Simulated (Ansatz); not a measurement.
Input file:

```
crystal:
  periodic: [false, false, false]
  atoms:
    - { symbol: Si, position_ang: [0.0, 0.0, 0.0] }
    - { symbol: H, position_ang: [0.0, 0.0, 1.46] }
    - { symbol: O, position_ang: [1.5842, 0.0, -0.5594] }
    - { symbol: C, position_ang: [2.3503, -1.1632, -0.836] }
    - { symbol: H, position_ang: [1.7187, -1.9052, -1.3675] }
    - { symbol: H, position_ang: [3.2179, -0.8926, -1.4733] }
    - { symbol: H, position_ang: [2.7141, -1.6023, 0.1163] }
    - { symbol: H, position_ang: [-0.6877, 1.1914, -0.4862] }
    - { symbol: H, position_ang: [-0.6877, -1.1914, -0.4862] }
basis:
  gaussian: { orbitals: cc-pVDZ }
hamiltonian:
  xc: pbe0
relax:
  f_tol: 0.02
  max_steps: 40
output:
  orbitals: {}
```

Run with:

```sh
ansatz run input.yaml --threads 1 --pin off --max-ram 2048MiB --backend cpu --events-out ev --progress --plain --runs-dir out
```

The fields are those of the run's last geometry, not of the input's.

The calculation used RKS PBE0/cc-pVDZ in Ansatz.

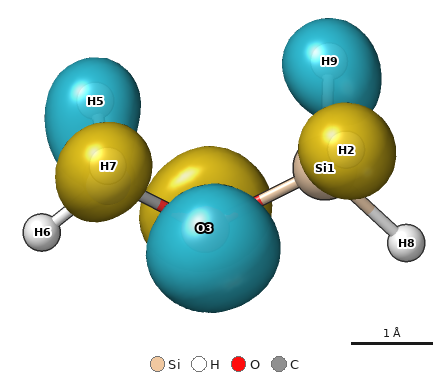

CH$_{6}$OSi. The HOMO at ±0.15 Å⁻³ᐟ² (yellow and cyan are the two phases), seen at a tilt.

**What is the character of this orbital?**

It lies mainly on O3 (about 55 %), C4 (about 10 %), H2 (about 5 %) and H9 (about 5 %). Its energy is −7.90 eV.
